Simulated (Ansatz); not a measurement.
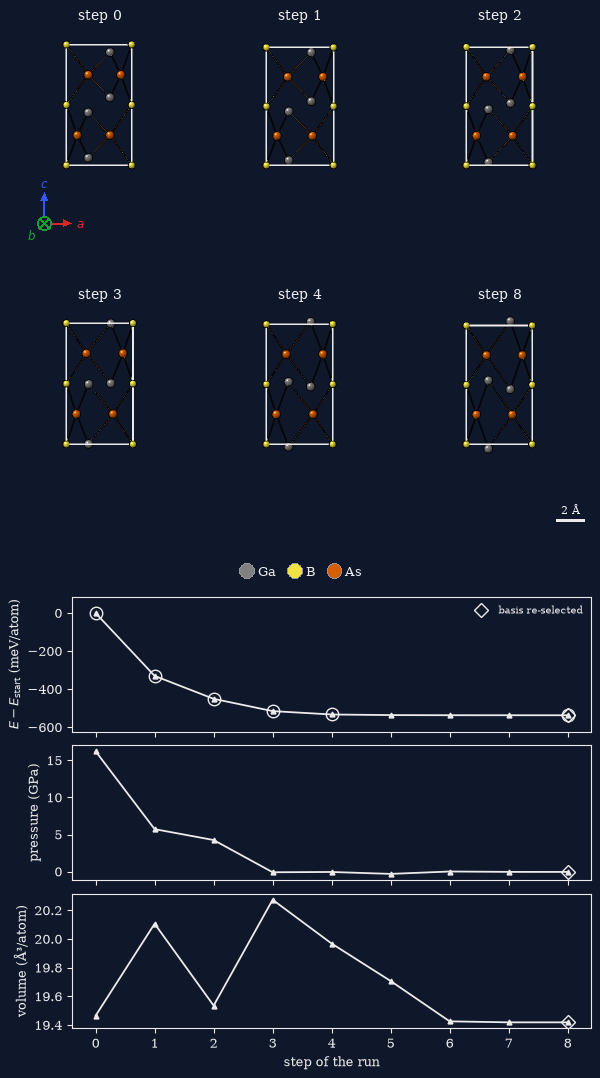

Frames of a relaxation of a crystal of Ga2BAs3 (a generated structure, set up in P6_3/mmc) (coarse preliminary run), marked on the history of the run. Style: ball-and-stick. Shown: the cell of the calculation, along the b axis.

Level of theory: DFT PBE, scalar-relativistic, plane waves, PAW (Ansatz). Settings: plane-wave cutoff 420 eV; k-point mesh 6 × 6 × 2; occupations gaussian; smearing width 0.1 eV; no spin polarisation; cell and atoms relaxed; force threshold 0.04 eV/Å; at most 70 steps.

> Describe the path.

The energy falls by 537 meV per atom in 7 accepted moves (8 points after the start). The largest force component goes from 5.3 to 0.022 eV/Å. The pressure goes from 16.23 to −0.04 GPa. At 1 point the geometry stayed and the basis and grid were re-selected for the new cell (energy shift of less than 0.05 meV per atom at most each time). The largest moves relative to the cell, 0.87 Å, are those of Ga atoms. By element the largest moves are Ga 0.87 Å, As 0.14 Å. B stays in place. The volume changes by −0.2 %, with a = b 5.525 → 5.561 Å (+0.7 %), c 8.837 → 8.701 Å (−1.5 %). Some distances before and after: As–Ga 2.300 → 3.050 Å, As–As 2.762 → 2.543 Å, As–B 2.725 → 2.624 Å. The space group stays P6_3/mmc (No. 194). Cost: 3 min on 1 thread of Intel(R) Xeon(R) Processor @ 2.70GHz, with other jobs on the host, peak memory 0.65 GiB. From step 0 to 1: Ga atoms move most (0.17 Å), volume +3.3 %, energy −330 meV per atom. From step 1 to 2: Ga atoms move most (0.16 Å), volume −2.8 %, energy −120 meV per atom. From step 2 to 3: Ga atoms move most (0.20 Å), volume +3.8 %, energy −64.5 meV per atom. From step 3 to 4: Ga atoms move most (0.20 Å), volume −1.5 %, energy −17.8 meV per atom. From step 4 to 8: Ga atoms move most (0.15 Å), volume −2.8 %, energy −3.9 meV per atom.

```csv
step,"E − E(0), meV/atom","largest force component, eV/Å","pressure, GPa","volume, Å³/atom",note
0,0.00,5.2739,16.23,19.466,
1,-329.93,2.3160,5.73,20.107,
2,-450.36,1.2826,4.26,19.536,
3,-514.86,0.3948,-0.09,20.274,
4,-532.64,0.1204,-0.05,19.968,
5,-535.82,0.0323,-0.31,19.707,
6,-536.46,0.0459,0.01,19.426,
7,-536.56,0.0215,-0.04,19.419,
8,-536.55,0.0216,-0.04,19.419,"same geometry, new basis"
```
